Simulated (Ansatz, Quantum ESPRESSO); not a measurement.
# NaBe3 (Fm-3m): zone-centre phonons

Aim: the zone-centre modes of NaBe3 (Fm-3m).

Calculated with Quantum ESPRESSO 7.5; DFT LDA, scalar-relativistic, plane waves, PseudoDojo norm-conserving pseudopotentials.

The structure was built from a prototype and need not be the compound's stable phase.

## (1) The structure

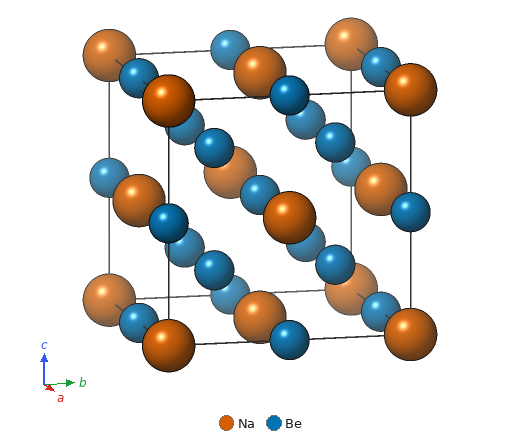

Start, viewed slightly off an axis; sodium orange, beryllium blue. This picture shows the conventional cell, with its axes. Some periodic images of atoms are drawn too.

As a file:

```
Na Be
1.0
    -3.08217    0.00000    3.08217
     0.00000    3.08217    3.08217
    -3.08217    3.08217    0.00000
Na Be
1 3
Direct
  0.00000 0.00000 0.00000
  0.50000 0.50000 0.50000
  0.75000 0.75000 0.75000
  0.25000 0.25000 0.25000
```

## (2) A probe with smearing

A cheap run with smearing and empty bands tells whether the crystal has a gap, which decides between fixed occupations and smearing later on.

Contents of probe.in:

```
&CONTROL
  calculation = 'scf'
  prefix      = 'x'
  outdir      = './tmp'
  pseudo_dir  = './pseudo'
  tprnfor     = .true.
  tstress     = .true.
  verbosity   = 'high'
/
&SYSTEM
  ibrav       = 2
  celldm(1)   = 11.64892602
  nat         = 4
  ntyp        = 2
  ecutwfc     = 88.0
  occupations = 'smearing'
  smearing    = 'gaussian'
  degauss     = 0.01
/
&ELECTRONS
  conv_thr         = 1.0d-07
  mixing_beta      = 0.7
  electron_maxstep = 100
/
ATOMIC_SPECIES
 Na     22.9898  Na.upf
 Be      9.0122  Be.upf
ATOMIC_POSITIONS crystal
 Na     0.000000000   0.000000000   0.000000000
 Be     0.500000000   0.500000000   0.500000000
 Be     0.750000000   0.750000000   0.750000000
 Be     0.250000000   0.250000000   0.250000000
K_POINTS automatic
 6 6 6 0 0 0
```

Run with:

```console
$ OMP_NUM_THREADS=1 mpirun -n 4 pw.x -nk 4 -in probe.in > probe.out
```

What it wrote:

```text
[banners, grids, parts of the stress and lines that vanish by symmetry left out]
Program PWSCF v.7.5
     bravais-lattice index     =            2
     lattice parameter (alat)  =      11.6489  a.u.
[...]
kinetic-energy cutoff     =      88.0000  Ry
     charge density cutoff     =     352.0000  Ry
     scf convergence threshold =      1.0E-07
[...]
Exchange-correlation= SLA  PW   NOGX NOGC
                           (   1   4   0   0   0   0   0)
[...]
48 Sym. Ops., with inversion, found
[...]
(     0          1          0      )
                  (     0          0          1      )
[...]
(  0.0000000  1.0000000  0.0000000 )
                  (  0.0000000  0.0000000  1.0000000 )
[...]
(     1          0         -1      )
                  (     0          0         -1      )
[...]
(     0          1          0      )
[...]
( -1.0000000  0.0000000  0.0000000 )
                  (  0.0000000  1.0000000  0.0000000 )
[...]
number of k points=    16  Gaussian smearing, width (Ry)=  0.0100
[...]
End of self-consistent calculation
[...]
the Fermi energy is     4.0326 ev
!    total energy              =    -173.94375948 Ry
[...]
convergence has been achieved in   5 iterations
[...]
atom    1 type  1   force =     0.00000000    0.00000000    0.00000000
     atom    2 type  2   force =     0.00000000    0.00000000    0.00000000
     atom    3 type  2   force =     0.00000000    0.00000000    0.00000000
     atom    4 type  2   force =     0.00000000    0.00000000    0.00000000
[...]
Total force =     0.000000     Total SCF correction =     0.000000
[...]
total   stress  (Ry/bohr**3)                   (kbar)     P=     -116.26
[...]
XML data file, charge density, pseudopotentials, collected wavefunctions

   JOB DONE.
```

Elapsed: 5 s, on 4 MPI ranks of Arm Neoverse V1, shared host; 20 s of CPU time.

Read from the output:

```yaml
volume_per_atom: 14.64 Å³
pressure: -11.63 GPa
gap_on_the_k_mesh: 0 eV
```

No gap opens on this mesh, so smearing is kept; the start stands at -12 GPa.

## (3) Relaxing the cell and atoms

The relaxation runs at a cutoff a fifth above that of the response, since stress converges more slowly with the basis than frequencies do. Forces and stress are brought to rest with tight thresholds.

Contents of relax.in:

```
&CONTROL
  calculation   = 'vc-relax'
  prefix        = 'x'
  outdir        = './tmp'
  pseudo_dir    = './pseudo'
  tprnfor       = .true.
  tstress       = .true.
  forc_conv_thr = 2.0d-05
  etot_conv_thr = 1.0d-07
  nstep         = 40
/
&SYSTEM
  ibrav       = 2
  celldm(1)   = 11.64892602
  nat         = 4
  ntyp        = 2
  ecutwfc     = 106
  occupations = 'smearing'
  smearing    = 'mv'
  degauss     = 0.02
/
&ELECTRONS
  conv_thr         = 1.0d-11
  mixing_beta      = 0.7
  electron_maxstep = 100
/
&IONS
/
&CELL
  press_conv_thr = 0.2
/
ATOMIC_SPECIES
 Na     22.9898  Na.upf
 Be      9.0122  Be.upf
ATOMIC_POSITIONS crystal
 Na     0.000000000   0.000000000   0.000000000
 Be     0.500000000   0.500000000   0.500000000
 Be     0.750000000   0.750000000   0.750000000
 Be     0.250000000   0.250000000   0.250000000
K_POINTS automatic
 8 8 8 0 0 0
```

Run with:

```console
$ OMP_NUM_THREADS=1 mpirun -n 4 pw.x -nk 4 -in relax.in > relax.out
```

What it wrote:

```text
[banners, grids, parts of the stress and lines that vanish by symmetry left out]
[banner, memory and clock lines left out]
Program PWSCF v.7.5

[...]
kinetic-energy cutoff     =     106.0000  Ry
     charge density cutoff     =     424.0000  Ry
     scf convergence threshold =      1.0E-11
[...]
energy convergence thresh.=      1.0E-07
     force convergence thresh. =      2.0E-05
     press convergence thresh. =      2.0E-01
     Exchange-correlation= SLA  PW   NOGX NOGC
                           (   1   4   0   0   0   0   0)
[...]
48 Sym. Ops., with inversion, found
[...]
number of k points=    29  Marzari-Vanderbilt smearing, width (Ry)=  0.0200
[...]
End of self-consistent calculation
[...]
the Fermi energy is     3.9855 ev
!    total energy              =    -173.94327855 Ry
[...]
convergence has been achieved in   9 iterations
[...]
atom    1 type  1   force =     0.00000000    0.00000000   -0.00000000
     atom    2 type  2   force =     0.00000000    0.00000000    0.00000000
     atom    3 type  2   force =    -0.00000000   -0.00000000    0.00000000
     atom    4 type  2   force =     0.00000000    0.00000000    0.00000000
     Total force =     0.000000     Total SCF correction =     0.000000
[...]
total   stress  (Ry/bohr**3)                   (kbar)     P=     -116.15
[...]
number of bfgs steps    =   0
[...]
CELL_PARAMETERS (alat= 11.64892602)
[...]
ATOMIC_POSITIONS (crystal)
Na              -0.0000000000       -0.0000000000        0.0000000000
Be               0.5000000000        0.5000000000        0.5000000000
Be               0.7500000000        0.7500000000        0.7500000000
Be               0.2500000000        0.2500000000        0.2500000000
[...]
New effective cutoffs (rho, wfc):  440.82  110.30
[...]
End of self-consistent calculation
[...]
the Fermi energy is     4.3849 ev
!    total energy              =    -173.96025206 Ry
[...]
convergence has been achieved in   6 iterations
[...]
atom    1 type  1   force =    -0.00000000   -0.00000000    0.00000000
     atom    2 type  2   force =    -0.00000000   -0.00000000   -0.00000000
     atom    3 type  2   force =     0.00000000    0.00000000    0.00000000
     atom    4 type  2   force =    -0.00000000   -0.00000000   -0.00000000
     Total force =     0.000000     Total SCF correction =     0.000000
[...]
total   stress  (Ry/bohr**3)                   (kbar)     P=     -100.48
[...]
number of bfgs steps    =   1
[...]
WARNING: bfgs curvature condition failed, Theta= 0.962
[...]
CELL_PARAMETERS (alat= 11.64892602)
[...]
ATOMIC_POSITIONS (crystal)
[...]
New effective cutoffs (rho, wfc):  468.71  117.28
[...]
End of self-consistent calculation
[...]
the Fermi energy is     5.0304 ev
!    total energy              =    -173.97897877 Ry
[...]
convergence has been achieved in   9 iterations
[...]
atom    1 type  1   force =    -0.00000000   -0.00000000    0.00000000
     atom    2 type  2   force =    -0.00000000   -0.00000000    0.00000000
     atom    3 type  2   force =     0.00000000   -0.00000000    0.00000000
     atom    4 type  2   force =     0.00000000    0.00000000    0.00000000
     Total force =     0.000000     Total SCF correction =     0.000000
[...]
Total force =     0.000000     Total SCF correction =     0.000000
[...]
total   stress  (Ry/bohr**3)                   (kbar)     P=       26.94
[...]
number of bfgs steps    =   3
[...]
CELL_PARAMETERS (alat= 11.64892602)
[...]
ATOMIC_POSITIONS (crystal)
[...]
New effective cutoffs (rho, wfc):  502.19  125.65
[...]
End of self-consistent calculation
[...]
the Fermi energy is     5.8119 ev
!    total energy              =    -173.98735054 Ry
[...]
convergence has been achieved in   8 iterations
[...]
Total force =     0.000000     Total SCF correction =     0.000000
[...]
total   stress  (Ry/bohr**3)                   (kbar)     P=       -3.84
[...]
number of bfgs steps    =   4
[...]
CELL_PARAMETERS (alat= 11.64892602)
[...]
ATOMIC_POSITIONS (crystal)
[...]
New effective cutoffs (rho, wfc):  503.89  126.08
[...]
End of self-consistent calculation
[...]
the Fermi energy is     5.8520 ev
!    total energy              =    -173.98737178 Ry
[...]
convergence has been achieved in   7 iterations
[...]
Total force =     0.000000     Total SCF correction =     0.000000
[...]
total   stress  (Ry/bohr**3)                   (kbar)     P=       -0.18
[...]
number of bfgs steps    =   5
[...]
CELL_PARAMETERS (alat= 11.64892602)
[...]
ATOMIC_POSITIONS (crystal)
[...]
New effective cutoffs (rho, wfc):  503.97  126.10
[...]
End of self-consistent calculation
[...]
the Fermi energy is     5.8539 ev
!    total energy              =    -173.98737183 Ry
[...]
convergence has been achieved in   5 iterations
[...]
atom    1 type  1   force =     0.00000000   -0.00000000    0.00000000
     atom    2 type  2   force =     0.00000000   -0.00000000   -0.00000000
     atom    3 type  2   force =     0.00000000    0.00000000   -0.00000000
     atom    4 type  2   force =    -0.00000000   -0.00000000    0.00000000
     Total force =     0.000000     Total SCF correction =     0.000000
[...]
total   stress  (Ry/bohr**3)                   (kbar)     P=        0.00
[...]
bfgs converged in   7 scf cycles and   6 bfgs steps
[...]
End of BFGS Geometry Optimization
     Final enthalpy           =    -173.9873718266 Ry
     File ./tmp/x.bfgs deleted, as requested
[...]
CELL_PARAMETERS (alat= 11.64892602)
[...]
ATOMIC_POSITIONS (crystal)
[...]
Be               0.7500000000        0.7500000000        0.7500000000
Be               0.2500000000        0.2500000000        0.2500000000
[...]
Final scf calculation at the relaxed structure.
[...]
kinetic-energy cutoff     =     106.0000  Ry
     charge density cutoff     =     424.0000  Ry
     scf convergence threshold =      1.0E-13
[...]
press convergence thresh. =      2.0E-01
     Exchange-correlation= SLA  PW   NOGX NOGC
                           (   1   4   0   0   0   0   0)
[...]
48 Sym. Ops., with inversion, found
[...]
number of k points=    29  Marzari-Vanderbilt smearing, width (Ry)=  0.0200
[...]
End of self-consistent calculation
[...]
the Fermi energy is     5.8539 ev
!    total energy              =    -173.98732704 Ry
[...]
convergence has been achieved in  11 iterations
[...]
atom    1 type  1   force =     0.00000000    0.00000000   -0.00000000
     atom    2 type  2   force =    -0.00000000    0.00000000    0.00000000
     atom    3 type  2   force =    -0.00000000   -0.00000000    0.00000000
     atom    4 type  2   force =    -0.00000000   -0.00000000    0.00000000
     Total force =     0.000000     Total SCF correction =     0.000000
[...]
total   stress  (Ry/bohr**3)                   (kbar)     P=        0.02
[...]
XML data file, charge density, pseudopotentials, collected wavefunctions
```

Run time: 1.8 min. Hardware: 4 MPI ranks.

Relaxation path:

| step | energy less that of the first step (eV) | largest force (eV/Å) | pressure (GPa) | volume (Å³) |
| --- | --- | --- | --- | --- |
| 1 | 0.0000 | 0.0000 | -11.62 | 58.56 |
| 2 | -0.2309 | 0.0000 | -10.05 | 55.16 |
| 3 | -0.4857 | 0.0000 | -6.48 | 50.31 |
| 4 | -0.5873 | 0.0000 | 2.69 | 43.58 |
| 5 | -0.5996 | 0.0000 | -0.38 | 45.37 |
| 6 | -0.5999 | 0.0000 | -0.02 | 45.14 |
| 7 | -0.5999 | 0.0000 | 0.00 | 45.12 |
| 8 | -0.5993 | 0.0000 | 0.00 | 45.12 |

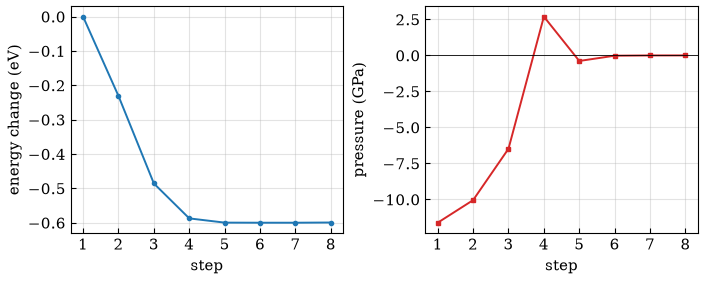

Energy and pressure along the relaxation.

| conventional cell, symmetrised | before | after | change |
| --- | --- | --- | --- |
| a (Å) | 6.164 | 5.651 | -8.3 % |
| b (Å) | 6.164 | 5.651 | -8.3 % |
| c (Å) | 6.164 | 5.651 | -8.3 % |
| volume (Å³/atom) | 14.64 | 11.28 | -22.9 % |

The relaxed structure:

```
CELL_PARAMETERS angstrom
-2.82571 0.00000 2.82571
0.00000 2.82571 2.82571
-2.82571 2.82571 0.00000
ATOMIC_POSITIONS crystal
Na 0.00000 0.00000 0.00000
Be 0.50000 0.50000 0.50000
Be 0.75000 0.75000 0.75000
Be 0.25000 0.25000 0.25000
```

The last row of the table of steps is pw.x's closing run on a basis chosen anew for the final cell, so its energy can jump.

Numbers from this step:

```
volume per atom : 11.28 Å³
pressure        : 0.002 GPa
```

The volume changes by -22.9 % from the cell with which this run began.

## (4) Self-consistent run for the response

Perturbation theory inherits every error of the wavefunctions, so the threshold is set near the limit of the arithmetic. Smearing stays on, as the first look found no gap above 0.3 eV.

Contents of scf.in:

```
&CONTROL
  calculation = 'scf'
  prefix      = 'x'
  outdir      = './tmp'
  pseudo_dir  = './pseudo'
  tprnfor     = .true.
  tstress     = .true.
/
&SYSTEM
  ibrav       = 2
  celldm(1)   = 10.67964025
  nat         = 4
  ntyp        = 2
  ecutwfc     = 88.0
  occupations = 'smearing'
  smearing    = 'mv'
  degauss     = 0.02
/
&ELECTRONS
  conv_thr         = 1.0d-12
  mixing_beta      = 0.7
  electron_maxstep = 100
/
ATOMIC_SPECIES
 Na     22.9898  Na.upf
 Be      9.0122  Be.upf
ATOMIC_POSITIONS crystal
 Na     0.000000000   0.000000000   0.000000000
 Be     0.500000000   0.500000000   0.500000000
 Be     0.750000000   0.750000000   0.750000000
 Be     0.250000000   0.250000000   0.250000000
K_POINTS automatic
 8 8 8 0 0 0
```

Run with:

```console
$ OMP_NUM_THREADS=1 mpirun -n 4 pw.x -nk 4 -in scf.in > scf.out
```

What it wrote:

```text
[banners, grids, parts of the stress and lines that vanish by symmetry left out]
[banner, memory and clock lines left out]
Program PWSCF v.7.5

[...]
kinetic-energy cutoff     =      88.0000  Ry
     charge density cutoff     =     352.0000  Ry
     scf convergence threshold =      1.0E-12
[...]
Exchange-correlation= SLA  PW   NOGX NOGC
                           (   1   4   0   0   0   0   0)
[...]
48 Sym. Ops., with inversion, found
[...]
number of k points=    29  Marzari-Vanderbilt smearing, width (Ry)=  0.0200
[...]
End of self-consistent calculation
[...]
the Fermi energy is     5.8539 ev
!    total energy              =    -173.98726336 Ry
[...]
convergence has been achieved in  10 iterations
[...]
atom    1 type  1   force =     0.00000000   -0.00000000    0.00000000
     atom    2 type  2   force =     0.00000000    0.00000000    0.00000000
     atom    3 type  2   force =    -0.00000000   -0.00000000    0.00000000
     atom    4 type  2   force =     0.00000000    0.00000000    0.00000000
     Total force =     0.000000     Total SCF correction =     0.000000
[...]
total   stress  (Ry/bohr**3)                   (kbar)     P=       -0.18
[...]
XML data file, charge density, pseudopotentials, collected wavefunctions
```

It took 10 s on 4 MPI ranks.

Numbers from this step:

* pressure: -0.018 GPa

The cell stands at -0.018 GPa, close enough for phonons.

[end of part 1 of 3]

[Host names and launcher messages were left out of these logs when they were recorded.]

[Logs are printed without paths, hosts, clocks, repeated set-up lines and the standing remarks that a program may print on its own settings, such as how far it seeks lower states.]

[Hosts, paths, dates, database ids (printed as entryN), source tags and the programs' standing remarks are cut or masked in the printed files.]
